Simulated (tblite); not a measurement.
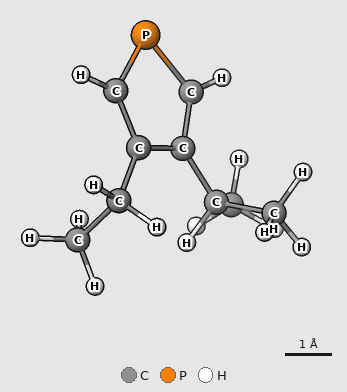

C$_{9}$H$_{14}$P (charge −1), before the relaxation. The picture is a ball-and-stick view, seen at a tilt.

All numbers below come from tblite 0.8.0, GFN2-xTB geometry optimisation, gas phase.

```xyz
24

C     2.2599   -1.1570   -0.6425
C     1.6025    0.0297   -1.3349
C     1.0064    0.9113   -0.2880
C     1.5672    2.1064    0.0825
P     0.6990    2.9912    1.3114
C    -0.4635    1.6943    1.2620
C    -0.1786    0.6778    0.3831
C    -1.0314   -0.5081    0.2149
C    -2.0896   -0.3626   -0.8406
C    -1.7054   -1.0037    1.4652
H     1.8375   -2.1244   -0.9667
H     3.3632   -1.1064   -0.7126
H     1.9791   -1.0620    0.4590
H     2.3725    0.5995   -1.9295
H     0.8569   -0.3215   -2.0426
H     2.4772    2.5760   -0.2315
H    -1.3105    1.8022    1.9447
H    -0.3583   -1.3391   -0.1551
H    -2.8386   -1.1918   -0.7043
H    -2.6668    0.5930   -0.7706
H    -1.6540   -0.4582   -1.8528
H    -1.1173   -1.7272    2.0539
H    -2.6725   -1.4426    1.1842
H    -1.9468   -0.1569    2.1182
```

> Predict the outcome.

The largest move after the best rigid fit is that of H21, 1.12 Å. Largest moves by element: H 1.12 Å, C 0.55 Å, P 0.29 Å. Among the contacts that change: C1–H13 1.141 → 1.088 Å, C7–C8 1.470 → 1.507 Å, C9–H19 1.126 → 1.093 Å, C2–H14 1.127 → 1.095 Å. Bond angles that change, for instance: P5–C4–H16 114.0° → 122.5°, C3–C4–H16 130.6° → 124.0°, P5–C6–H17 115.2° → 121.7°. Groups turn about C1–C2 by about 55°, C8–C10 by about 35°, C7–C8 by about 25°. After 196 geometry steps the energy has fallen by 70.0 kJ/mol. The run took 1.9 s on 1 thread of Arm Neoverse V1 (shared host).

History of the run:

```tsv
step	E − E(0), kJ/mol
0	0.00
1	-23.64
2	-29.63
3	-34.97
4	-39.01
5	-40.90
6	-41.83
7	-42.68
8	-43.62
9	-44.53
10	-45.21
20	-51.19
30	-56.82
39	-58.69
49	-61.50
59	-63.84
69	-66.17
79	-67.95
88	-68.71
98	-68.83
108	-68.88
118	-68.94
127	-69.12
137	-69.38
147	-69.45
157	-69.58
167	-69.74
176	-69.80
186	-69.87
196	-69.96
```

Final geometry:

```xyz
24

C     2.3728   -1.2474   -0.3977
C     1.7119   -0.1419   -1.2261
C     1.0234    0.8723   -0.3568
C     1.6201    2.0672   -0.0032
P     0.6325    3.0549    1.0372
C    -0.5973    1.8231    0.9903
C    -0.2550    0.7279    0.2183
C    -1.1616   -0.4613    0.0286
C    -2.4831   -0.0478   -0.6262
C    -1.4357   -1.1591    1.3642
H     2.8911   -1.9679   -1.0351
H     3.0924   -0.8104    0.2921
H     1.6240   -1.7767    0.1880
H     2.4829    0.3618   -1.8191
H     1.0033   -0.5958   -1.9292
H     2.6028    2.3752   -0.3377
H    -1.5330    1.9337    1.5228
H    -0.6712   -1.1848   -0.6346
H    -3.1332   -0.9121   -0.7832
H    -3.0045    0.6691    0.0038
H    -2.2917    0.4242   -1.5883
H    -0.5002   -1.4730    1.8238
H    -2.0707   -2.0376    1.2275
H    -1.9318   -0.4739    2.0479
```

After the run, drawn alike:

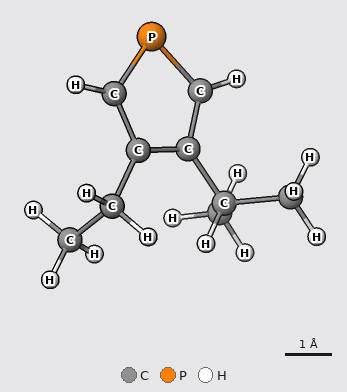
